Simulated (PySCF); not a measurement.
**C₃H₉B, SMILES `CB(C)C`: what the electrons do**

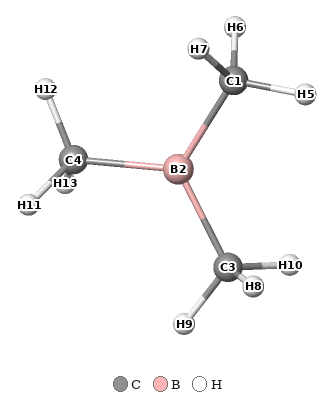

The molecule, with its atoms numbered as below. No frequency check shows the geometry to be a minimum.

Cartesian coordinates (Å):

```
C1      -1.5613    0.2271   -0.0000
B2       0.0004    0.0000   -0.0002
C3       0.9772    1.2385   -0.0000
C4       0.5839   -1.4656   -0.0000
H5      -1.8633    1.2716    0.0006
H6      -2.0173   -0.2488   -0.8678
H7      -2.0173   -0.2488    0.8677
H8       0.7931    1.8714    0.8677
H9       2.0328    0.9778    0.0006
H10      0.7931    1.8714   -0.8678
H11      1.2241   -1.6226    0.8677
H12     -0.1697   -2.2494    0.0006
H13      1.2241   -1.6226   -0.8678
```

### 1. Excited states

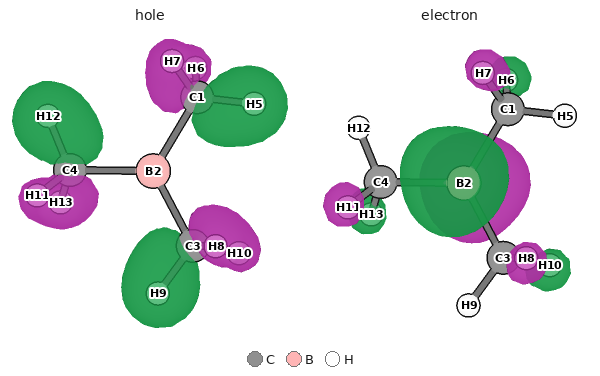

Leading natural transition orbital pair of S₃ (TDA singlet states); the surfaces enclose about 70 % of each orbital's density.

Level of theory: CAM-B3LYP/6-311G** (PySCF), at a geometry from GFN2-xTB. Without diffuse functions Rydberg states are missing, so the states' numbers hold for this basis only.

> Characterise the state.

8.87 eV (140 nm), f = 0.012, σ → empty p orbital of B2; the leading pair carries 99 %; hole on C1, C3 and C4 (17 % each) and H5, H9 and H12 (9 % each), electron on B2 (51 %) and C1, C3 and C4 (8 % each); their centroids lie 0.0 Å apart; S₄ and S₅ lie within 0.1 eV of it. In canonical orbitals it is mainly HOMO−2 → LUMO (99 %). The HOMO–LUMO gap is 10.92 eV.

### 2. In an electric field

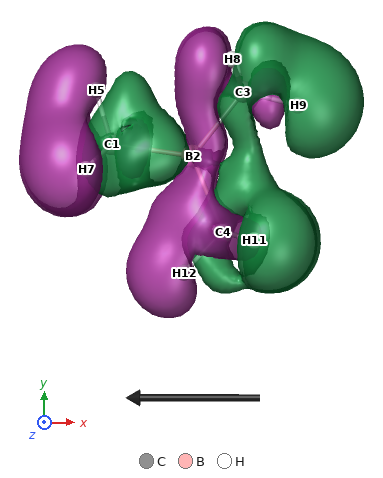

Change of the electron density in a uniform field of 0.41 V/Å along −x (arrow), surfaces at ±0.0015 e/Å³ (green: gain, purple: loss).

Level of theory: PBE/aug-cc-pVDZ (PySCF), at a geometry from GFN2-xTB.

> What dipole is induced, and what polarisability does it imply?

The induced dipole is 1.26 D (along the field); α along this axis, from the fields in both directions, is 62 bohr³ (9.1 Å³).

> Which atoms gain and lose the most charge?

Electrons gather most on H9 (Hirshfeld charge changes by −0.019 e) and leave H6 and H7 alike most (+0.012 e); 0.111 electrons are displaced in all.

### 3. Localised orbitals

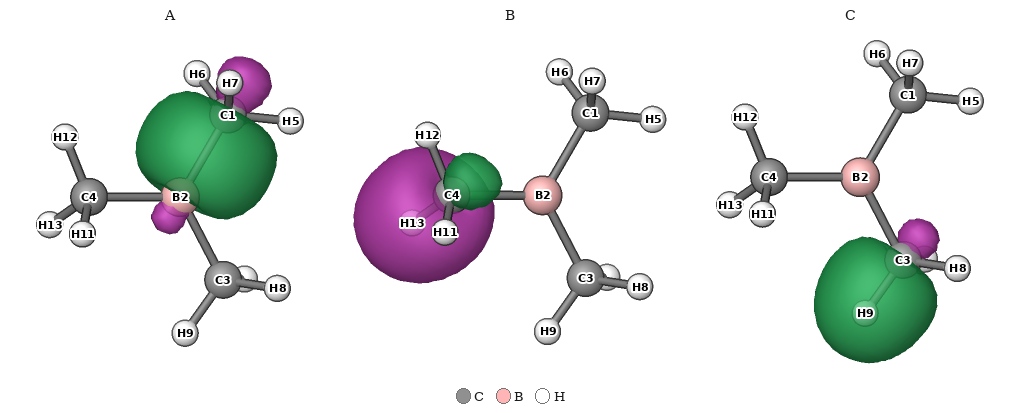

Foster–Boys orbitals, occupied; each surface holds about 85 % of the orbital's density. Energies are diagonal elements of the Fock matrix.

Computed with PySCF, BP86/def2-SVPD, geometry: GFN2-xTB. This is a single-reference result, which may miss multireference character in this system.

> What does each orbital represent in a Lewis picture?

By panel:
- A: σ bond C1–B2 (C1 58 %, B2 41 %; −10.3 eV)
- B: σ bond C4–H13 (C4 54 %, H13 43 %; −11.4 eV)
- C: σ bond C3–H9 (C3 55 %, H9 44 %; −11.2 eV)

> How do all the valence pairs divide up?

12 pairs: 12 σ bonds.

### 4. Stretching a bond

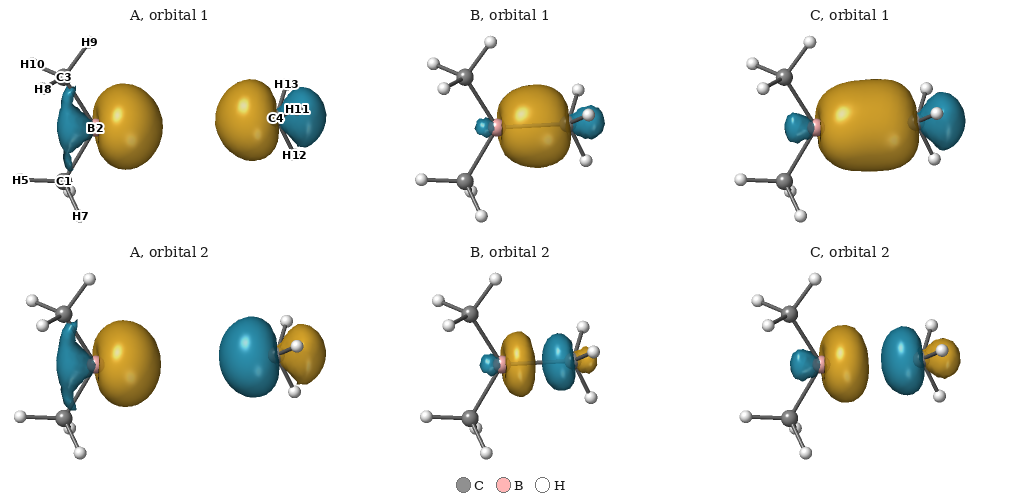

Rigid stretch of the B2–C4 bond. The two CASSCF(2,2) natural orbitals nearest half filling (orbital 1 the more occupied).

Level of theory: 6-31G* basis (PySCF), at a geometry from GFN2-xTB.

> The columns are at 1.76, 2.48 and 4.48 Å, in some order. Assign them, and give the occupations.

A: 4.48 Å, occupations 1.11 and 0.89. B: 1.76 Å, occupations 1.98 and 0.02. C: 2.48 Å, occupations 1.87 and 0.13.

> Where does the UHF solution part from RHF?

Between 2.16 Å (⟨S²⟩ = 0, the two coincide) and 2.48 Å (⟨S²⟩ = 0.34); at 4.48 Å ⟨S²⟩ is 1.01 and UHF lies 4.3 eV below RHF.

> How much energy does the stretch cost?

By CASSCF, 4.4 eV from the lowest point of the scan (1.60 Å) to 4.48 Å; RHF gives 8.3 eV from its own lowest point. The fragments aren't relaxed and dynamic correlation is missing, so this isn't a bond dissociation energy.
